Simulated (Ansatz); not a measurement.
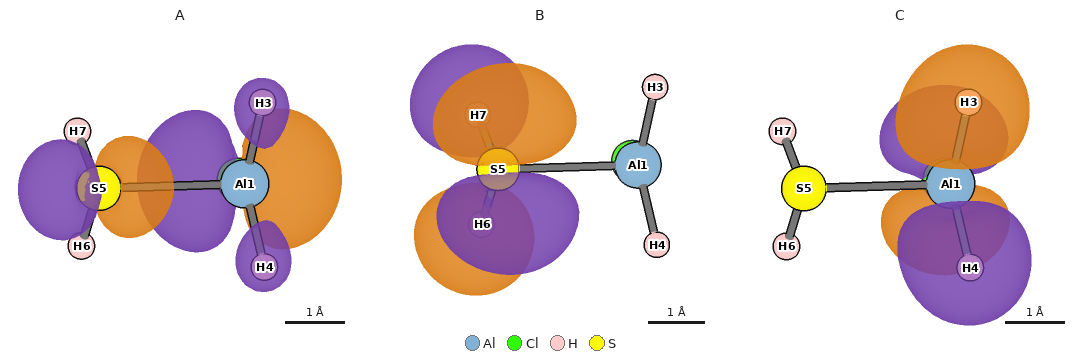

The picture shows: AlClH$_{4}$S. Three frontier orbitals at ±0.1 Å⁻³ᐟ² (orange and purple are the two phases), in no order.

The calculation used RKS PBE-D4/6-31G* in Ansatz 0.2.0.

```yaml
atoms:
  - { symbol: Al, position_ang: [-0.0267, -0.0094, 0.0999] }
  - { symbol: Cl, position_ang: [-0.5854, 0.4713, 2.1311] }
  - { symbol: H, position_ang: [1.5075, 0.2506, -0.2665] }
  - { symbol: H, position_ang: [-1.2235, -0.0108, -0.9609] }
  - { symbol: S, position_ang: [0.1160, -2.5491, 0.3495] }
  - { symbol: H, position_ang: [-1.0781, -2.7127, 0.9795] }
  - { symbol: H, position_ang: [0.8110, -2.5638, 1.5185] }
```

### Which picture is the HOMO−1, the HOMO and the LUMO?

A is the HOMO−1 (−7.04 eV). It lies mainly on Cl2 (about 75 %) and S5 (about 15 %); largely a lone pair of Cl2. C is the HOMO (−6.58 eV). It lies mainly on Cl2 (about 45 %), Al1 (about 20 %), H4 (about 20 %) and H3 (about 20 %). B is the LUMO (−1.72 eV). It lies mainly on S5 (about 60 %), H6 (about 20 %) and H7 (about 20 %).

### What is the HOMO–LUMO gap?

4.86 eV between the orbital energies.
